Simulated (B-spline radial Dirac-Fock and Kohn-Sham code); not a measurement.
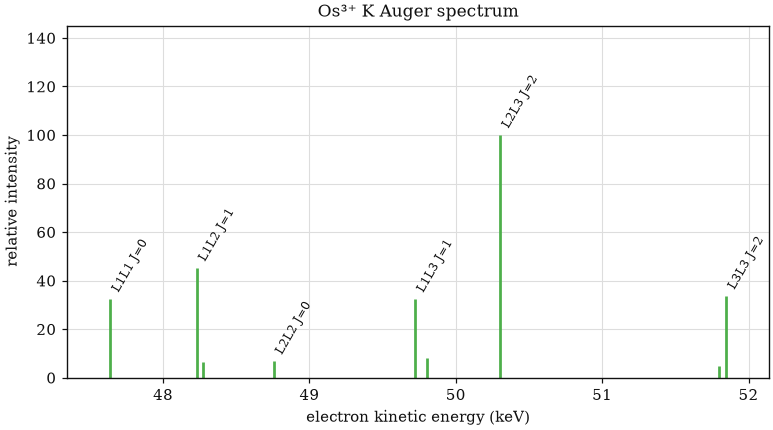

The Auger multiplet of a K hole with both final holes in L123, lines labelled by the leading pair of holes and J, as sticks. Kinetic energies count from the vacuum level; very weak lines are left out. Lines are named by their largest jj component, which in light atoms can differ from the customary names. The figure is for Os³⁺ ([Xe] 4f14 5d5). The calculation used Dirac–Fock ΔSCF energies in intermediate coupling of the two holes, Coulomb rates, valence shells as spectators (a radial B-spline solver). The Auger rates hold no Breit term, so K-L1L2 is up to 30 % low in heavy atoms.

Which line is strongest?

K-L2L3 J=2 at 50.30 keV, 37 % of the multiplet.

Which of the lines shown has the highest kinetic energy, and why?

K-L3L3 J=2 at 51.85 keV: its two-hole final state is the least tightly bound of those shown, so the most energy is left to the electron.

How wide is the K level from this decay?

1.00 eV from this multiplet.
